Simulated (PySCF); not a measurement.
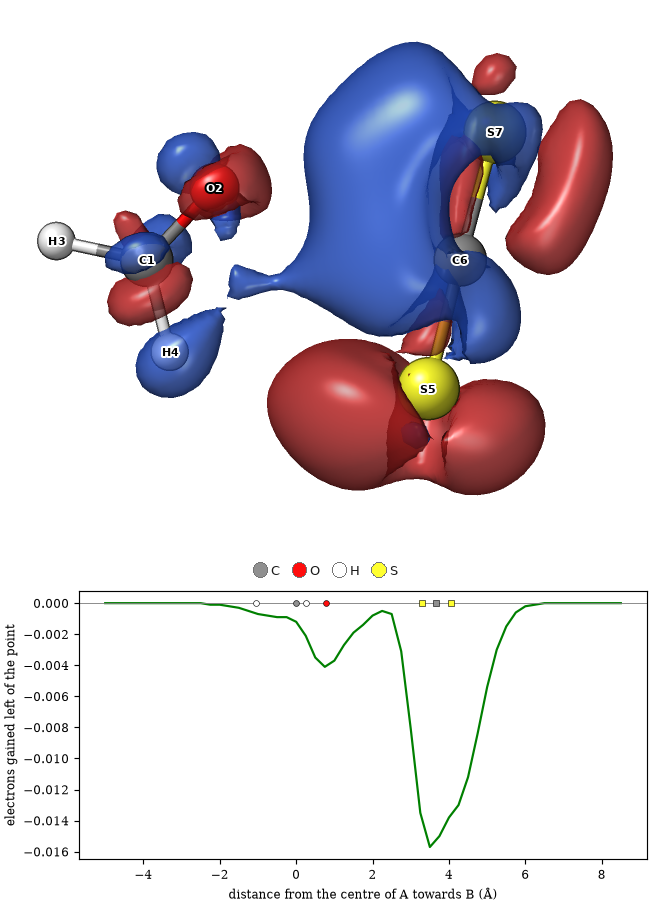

Figure. C2H2OS2, SMILES `C=O.S=C=S`. Density of the complex less the densities of the two fragments at the same geometry, ±0.0015 e/Å³ (red: gain, blue: loss). Fragment A: H2CO (atoms 1–4); fragment B: CS2. Below: the charge-displacement curve along the line of centres (A on the left).

Computed with PySCF, PBE0/def2-TZVP, geometry: GFN2-xTB. GFN2-xTB bond lengths at metals and heavier atoms can be off by up to 0.1 Å and shapes distorted, which carries into these values.

The calculation's input:

```python
import numpy as np
from pyscf import gto, scf, dft
from pyscf.scf import atom_ks, atom_hf
from scipy.linalg import block_diag
from pyscf.dispersion import dftd3

def solve(mol, dm0=None, hcore=None):
    mf = (dft.UKS if mol.spin else dft.RKS)(mol, xc='pbe0')
    mf.grids.level = 3
    mf = mf.density_fit(auxbasis='def2-universal-jkfit')
    mf.conv_tol, mf.max_cycle = 1e-8, 80
    if hcore is not None:
        mf.get_hcore = lambda *args: hcore
    mf.kernel(dm0)
    if not mf.converged:
        mf = mf.newton().run(mf.mo_coeff, mf.mo_occ, max_cycle=30)
    assert mf.converged, 'SCF not converged'
    return mf

mol = gto.M(atom='''
C     -2.67384    -0.25417     0.13114
O     -1.78956    -0.97410    -0.21858
H     -3.68057    -0.62550     0.38331
H     -2.54875     0.83744     0.22877
S      0.37725     1.67399    -0.02369
C      0.95067     0.23260     0.00562
S      1.55305    -1.19209     0.04344
''', basis='def2-tzvp', charge=0, spin=0, verbose=4)
mol_a = gto.M(atom='''
C     -2.67384    -0.25417     0.13114
O     -1.78956    -0.97410    -0.21858
H     -3.68057    -0.62550     0.38331
H     -2.54875     0.83744     0.22877
ghost-S      0.37725     1.67399    -0.02369
ghost-C      0.95067     0.23260     0.00562
ghost-S      1.55305    -1.19209     0.04344
''', basis='def2-tzvp', charge=0, spin=0, verbose=4)
mol_b = gto.M(atom='''
ghost-C     -2.67384    -0.25417     0.13114
ghost-O     -1.78956    -0.97410    -0.21858
ghost-H     -3.68057    -0.62550     0.38331
ghost-H     -2.54875     0.83744     0.22877
S      0.37725     1.67399    -0.02369
C      0.95067     0.23260     0.00562
S      1.55305    -1.19209     0.04344
''', basis='def2-tzvp', charge=0, spin=0, verbose=4)
ab, a, b = solve(mol), solve(mol_a), solve(mol_b)
e_int = ab.e_tot - a.e_tot - b.e_tot
print('counterpoise-corrected interaction energy / kcal/mol', e_int * 627.5095)
def disp(atoms, charge):
    m = gto.M(atom=atoms, charge=charge, basis='sto-3g', spin=None, unit='Bohr', verbose=0)
    return dftd3.DFTD3Dispersion(m, xc='pbe0', version='d3bj').get_dispersion()['energy']
e_disp = disp(mol._atom, mol.charge) - disp(mol._atom[:4], mol_a.charge) - disp(mol._atom[4:], mol_b.charge)
print('D3(BJ) part / kcal/mol', e_disp * 627.5095)
# spherically averaged free atoms, for the promolecule
atm = atom_ks.get_atm_nrks(mol, xc='pbe0')
pro = block_diag(*[(atm[a[0]][2] * atm[a[0]][3]) @ atm[a[0]][2].T for a in mol._atom])
np.savez('result.npz', e_int=e_int, e_disp=e_disp, dm_a=a.make_rdm1(), dm_b=b.make_rdm1(), c=ab.mo_coeff, occ=ab.mo_occ, eps=ab.mo_energy, pro=pro, d=[f.dip_moment(verbose=0) for f in (ab, a, b)])
```

Launched as:

```sh
OMP_NUM_THREADS=1 python input.py
```

The run took 26 s on 1 thread of Intel(R) Xeon(R) 6975P-C (Granite Rapids) (shared host), peak memory 0.79 GiB.

Partitions, critical points and surface values were worked out afterwards from this run's density.

Q: How is the density rearranged on binding?

A: Hirshfeld charges show 0.006 e passing from A to B. By Hirshfeld charges, electrons gather most on S5 (−0.027 e) and leave C6 most (+0.011 e); 0.05 e is displaced in all, which induces a dipole of 0.45 D.

Q: What is the interaction energy, and which contacts carry it?

A: The counterpoise-corrected interaction energy of the frozen fragments is +0.4 kcal/mol without dispersion correction and −1.0 kcal/mol with D3(BJ). The pair geometry is semi-empirical, not a minimum at this level. Contacts: H4···S5, weak C–H hydrogen bond, 3.05 Å, ρ = 0.006 a.u.; O2···C6, 3.00 Å, ρ = 0.009 a.u., a bond path close to vanishing (ellipticity 2.4). The pose is a local one from a semi-empirical search, not shown to be the most stable.
